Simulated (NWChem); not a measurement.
**CH4N (SMILES [CH2]N): levels of theory compared**

Aim: a comparison of 5 runs (UB3LYP/def2-TZVP, UBHLYP/def2-TZVP, UM06-2X/def2-TZVP, UM06-L/def2-TZVP, UPBE0/def2-TZVP) of CH4N. 

Program for the calculation: NWChem 7.3.0.

### Step 1. The structure to begin with

CH4N has 6 atoms, charge 0, and is taken as a doublet. SMILES: `[CH2]N`. The shape is that of a PBE0-D4/def2-TZVP optimisation. This is one conformer, not always the lowest.

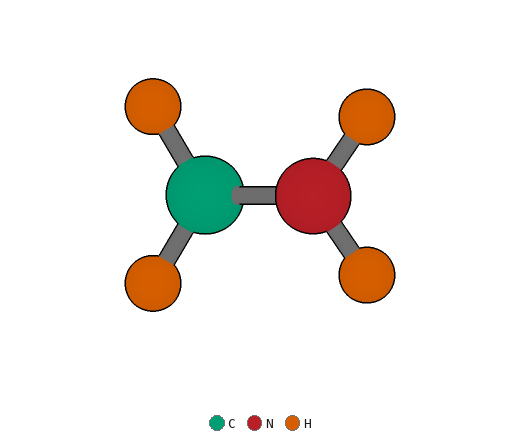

Viewed from a chosen angle; carbon teal, nitrogen red, hydrogen orange.

### Step 2. Energy and gradient at UB3LYP/def2-TZVP (run 1)

run.nw

```
start run
title "CH4N gradient"
memory stack 880 mb heap 220 mb global 1100 mb
charge 0

geometry noautosym nocenter noautoz
C     -0.319900    -0.571400    -0.195400
N      0.368400     0.544400     0.254100
H     -1.285500    -0.763000     0.252600
H      0.275200    -1.412900    -0.523600
H      1.200400     0.778600    -0.264400
H     -0.196500     1.360300     0.430400
end

basis "ao basis" spherical bse
* library def2-TZVP
end

dft
xc b3lyp
mult 2
grid xfine
convergence energy 1e-08
maxiter 100
mulliken
end

task dft gradient
```

Started as:

```bash
nwchem run.nw > run.out
```

The program printed:

```text
[...]
          Wavefunction type:  spin polarized.
          No. of atoms     :     6
          No. of electrons :    17
[...]
          Charge           :     0
          Spin multiplicity:     2
[...]
          AO basis - number of functions:    86
[...]
              XC Information
              --------------
                         B3LYP Method XC Potential
                     Hartree-Fock (Exact) Exchange  0.200
                        Slater Exchange Functional  0.800 local
                    Becke 1988 Exchange Functional  0.720 non-local
              Lee-Yang-Parr Correlation Functional  0.810
                  VWN I RPA Correlation Functional  0.190 local
[...]
 d= 0,ls=0.0,diis     1    -95.2182674316 -1.33D+02  2.13D-03  7.68D-02     6.4
[...]
 d= 0,ls=0.0,diis    10    -95.2453702100 -8.47D-09  6.61D-07  4.11D-09    59.5
[...]
         Total DFT energy =      -95.245370210014
      One electron energy =     -201.446634231304
           Coulomb energy =       82.733307860272
    Exchange-Corr. energy =      -13.826164291448
 Nuclear repulsion energy =       37.294120452466
[...]
      Total Density - Mulliken Population Analysis
     ---------------------------------------------
    Atom       Charge   Shell Charges
 -----------   ------   -------------------------------------------------------
    1 C    6     6.26   0.85  1.12  0.53  0.61  0.17  1.30  1.13  0.49  0.02  0.04  0.01
    2 N    7     7.41   0.82  1.15  0.55  0.77  0.19  1.60  1.57  0.71  0.01  0.03  0.00
    3 H    1     0.89   0.28  0.49  0.10  0.02
    4 H    1     0.89   0.28  0.49  0.10  0.02
    5 H    1     0.78   0.28  0.40  0.06  0.04
    6 H    1     0.78   0.28  0.40  0.06  0.04
[...]
      <S2> =      0.7538 (Exact =     0.7500)
[...]
  wavefunction    = open shell
                         DFT ENERGY GRADIENTS
    atom               coordinates                        gradient
                 x          y          z           x          y          z
   1 C      -0.604523  -1.079789  -0.369252    0.002543   0.004895   0.001176
   2 N       0.696175   1.028767   0.480179   -0.001562  -0.002663  -0.000924
   3 H      -2.429243  -1.441861   0.477345   -0.000649  -0.000065   0.000337
   4 H       0.520053  -2.669994  -0.989461    0.000503  -0.000564  -0.000230
   5 H       2.268427   1.471341  -0.499644   -0.001209  -0.000464   0.000216
   6 H      -0.371331   2.570594   0.813338    0.000374  -0.001139  -0.000575
[...]
```

Wall time 74 s (1 thread of Intel Xeon Platinum 8175M at 2.50GHz (Skylake/Cascade Lake), shared host); peak memory 0.14 GiB.

### Step 3. Energy and forces at UBHLYP/def2-TZVP (run 2)

job.nw

```
start job
title "CH4N"
memory 2200 mb
geometry units angstrom noautosym nocenter noautoz
   C       -0.319900      -0.571400      -0.195400
   N        0.368400       0.544400       0.254100
   H       -1.285500      -0.763000       0.252600
   H        0.275200      -1.412900      -0.523600
   H        1.200400       0.778600      -0.264400
   H       -0.196500       1.360300       0.430400
end
basis spherical bse
   C library def2-TZVP
   N library def2-TZVP
   H library def2-TZVP
end
dft
   xc bhlyp
   mult 2
   grid xfine
   convergence energy 1e-08
   maxiter 100
   mulliken
end
task dft gradient
```

Started as:

```bash
nwchem job.nw > job.out
```

The program printed:

```text
[...]
          Wavefunction type:  spin polarized.
          No. of atoms     :     6
          No. of electrons :    17
[...]
          Charge           :     0
          Spin multiplicity:     2
[...]
          AO basis - number of functions:    86
[...]
              XC Information
              --------------
                        BHLYP Method XC Functional
                     Hartree-Fock (Exact) Exchange  0.500
                        Slater Exchange Functional  0.500 local
                    Becke 1988 Exchange Functional  0.500 non-local
              Lee-Yang-Parr Correlation Functional  1.000
[...]
 d= 0,ls=0.0,diis     1    -95.1553373596 -1.32D+02  1.70D-03  4.88D-02     6.2
[...]
 d= 0,ls=0.0,diis    11    -95.1806325296 -3.56D-09  2.52D-07  4.53D-10    64.3
[...]
         Total DFT energy =      -95.180632529552
      One electron energy =     -201.440351009437
           Coulomb energy =       82.736071626988
    Exchange-Corr. energy =      -13.770473599569
 Nuclear repulsion energy =       37.294120452466
[...]
      Total Density - Mulliken Population Analysis
     ---------------------------------------------
    Atom       Charge   Shell Charges
 -----------   ------   -------------------------------------------------------
    1 C    6     6.24   0.85  1.12  0.51  0.62  0.16  1.27  1.17  0.46  0.02  0.04  0.01
    2 N    7     7.46   0.82  1.16  0.54  0.79  0.18  1.57  1.64  0.72  0.01  0.04  0.00
    3 H    1     0.88   0.27  0.49  0.10  0.02
    4 H    1     0.88   0.27  0.49  0.10  0.02
    5 H    1     0.77   0.27  0.40  0.06  0.04
    6 H    1     0.77   0.27  0.40  0.06  0.04
[...]
      <S2> =      0.7561 (Exact =     0.7500)
[...]
  wavefunction    = open shell
                         DFT ENERGY GRADIENTS
    atom               coordinates                        gradient
                 x          y          z           x          y          z
   1 C      -0.604523  -1.079789  -0.369252    0.000978   0.003621  -0.000900
   2 N       0.696175   1.028767   0.480179   -0.000830  -0.005530   0.002946
   3 H      -2.429243  -1.441861   0.477345   -0.005475  -0.001013   0.002328
   4 H       0.520053  -2.669994  -0.989461    0.003310  -0.004690  -0.002035
   5 H       2.268427   1.471341  -0.499644    0.006028   0.001724  -0.003664
   6 H      -0.371331   2.570594   0.813338   -0.004010   0.005888   0.001324
[...]
```

It took 79 s on 1 thread of Intel Xeon Platinum 8175M at 2.50GHz (Skylake/Cascade Lake), shared host; peak memory 0.15 GiB.

Runs 3 to 4 aren't shown in full; the table further down has their settings and results.

### Step 4. Energy and forces at UPBE0/def2-TZVP (run 5)

ch4n.nw

```
start ch4n
title "CH4N"
memory stack 880 mb heap 220 mb global 1100 mb
geometry units angstrom noautosym nocenter noautoz
 C    -0.319900   -0.571400   -0.195400
 N     0.368400    0.544400    0.254100
 H    -1.285500   -0.763000    0.252600
 H     0.275200   -1.412900   -0.523600
 H     1.200400    0.778600   -0.264400
 H    -0.196500    1.360300    0.430400
end
basis spherical bse
 C library def2-TZVP
 N library def2-TZVP
 H library def2-TZVP
end
dft
 xc pbe0
 mult 2
 grid xfine
 convergence energy 1e-08
 maxiter 100
 mulliken
end
task dft gradient
```

Started as:

```bash
nwchem ch4n.nw > ch4n.out
```

The program printed:

```text
[...]
          Wavefunction type:  spin polarized.
          No. of atoms     :     6
          No. of electrons :    17
[...]
          Charge           :     0
          Spin multiplicity:     2
[...]
          AO basis - number of functions:    86
[...]
              XC Information
              --------------
                         PBE0 Method XC Functional
                     Hartree-Fock (Exact) Exchange  0.250
          PerdewBurkeErnzerhof Exchange Functional  0.750
            Perdew 1991 LDA Correlation Functional  1.000 local
           PerdewBurkeErnz. Correlation Functional  1.000 non-local
[...]
 d= 0,ls=0.0,diis     1    -95.1015190724 -1.32D+02  1.91D-03  5.78D-02     6.3
[...]
 d= 0,ls=0.0,diis    11    -95.1244927440 -3.76D-09  2.27D-07  4.98D-10    66.3
[...]
         Total DFT energy =      -95.124492743961
      One electron energy =     -201.433948432009
           Coulomb energy =       82.717723619504
    Exchange-Corr. energy =      -13.702388383921
 Nuclear repulsion energy =       37.294120452466
[...]
      Total Density - Mulliken Population Analysis
     ---------------------------------------------
    Atom       Charge   Shell Charges
 -----------   ------   -------------------------------------------------------
    1 C    6     6.29   0.85  1.12  0.51  0.63  0.15  1.27  1.21  0.47  0.02  0.04  0.01
    2 N    7     7.44   0.82  1.16  0.54  0.81  0.17  1.57  1.64  0.70  0.01  0.04  0.00
    3 H    1     0.87   0.27  0.48  0.10  0.02
    4 H    1     0.87   0.27  0.48  0.10  0.02
    5 H    1     0.76   0.27  0.40  0.06  0.04
    6 H    1     0.76   0.27  0.40  0.06  0.04
[...]
      <S2> =      0.7544 (Exact =     0.7500)
[...]
  wavefunction    = open shell
                         DFT ENERGY GRADIENTS
    atom               coordinates                        gradient
                 x          y          z           x          y          z
   1 C      -0.604523  -1.079789  -0.369252   -0.000052   0.000031   0.000033
   2 N       0.696175   1.028767   0.480179    0.000012   0.000027  -0.000012
   3 H      -2.429243  -1.441861   0.477345    0.000004  -0.000016  -0.000014
   4 H       0.520053  -2.669994  -0.989461    0.000020  -0.000043  -0.000016
   5 H       2.268427   1.471341  -0.499644   -0.000029   0.000024   0.000024
   6 H      -0.371331   2.570594   0.813338    0.000045  -0.000023  -0.000017
[...]
```

It took 81 s on 1 thread of Intel Xeon Platinum 8175M at 2.50GHz (Skylake/Cascade Lake), shared host; peak memory 0.14 GiB.

### Step 5. All runs side by side

| run | level | energy (Eh) | dipole moment (D) | HOMO energy (eV) | LUMO energy (eV) | wall time |
| --- | --- | --- | --- | --- | --- | --- |
| 1 | UB3LYP/def2-TZVP | -95.245370 | 1.22 | -4.11 | -0.51 | 74 s |
| 2 | UBHLYP/def2-TZVP | -95.180633 | 1.12 | -5.67 | 1.02 | 79 s |
| 3 | UM06-2X/def2-TZVP | -95.186802 | 1.15 | -5.51 | 0.61 | 1.9 min |
| 4 | UM06-L/def2-TZVP | -95.218555 | 1.25 | -3.10 | -1.10 | 2.1 min |
| 5 | UPBE0/def2-TZVP | -95.124493 | 1.20 | -4.38 | -0.06 | 81 s |

### Step 6. Outcome

```
                                 quantity         value
                      run 5: total energy  -95.12449 Eh
                     run 5: dipole moment        1.20 D
run 5: HOMO energy (highest over α and β)      -4.38 eV
 run 5: LUMO energy (lowest over α and β)      -0.06 eV
                              run 5: ⟨S²⟩         0.754
          run 5: largest force on an atom    0.004 eV/Å
```

In words: The dipole moment (its size) runs from 1.12 D (UBHLYP/def2-TZVP) to 1.25 D (UM06-L/def2-TZVP). Totals of different functionals can't be ranked against each other. All runs together took 7.9 min, the longest 2.1 min.
